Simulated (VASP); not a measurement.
Band structure of BaLiF₃ (space group Pm-3m). All values below come from r2SCAN meta-GGA, VASP's PBE PAW potentials (set 64) (plane waves; VASP 6.6.1).

Unless said otherwise, spin-orbit coupling is left out, though it shifts the bands of the heavy elements here.

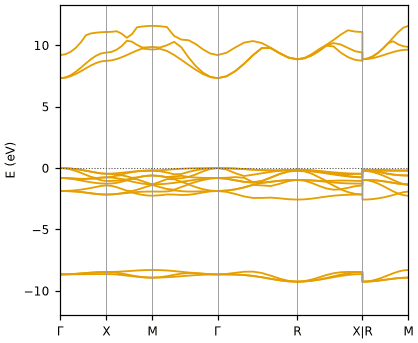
Figure. Bands along high-symmetry lines, zero at the valence-band maximum or, without a gap, the Fermi level

Question: Read the plot: is there a gap, and where are the band edges?

Answer: The gap is direct, 7.32 eV, from the valence maximum at Γ to the conduction minimum at Γ.

The structure comes from a computed database's BaLiF3 entry (Pm-3m); how it stands against other phases isn't given here. It was relaxed first.
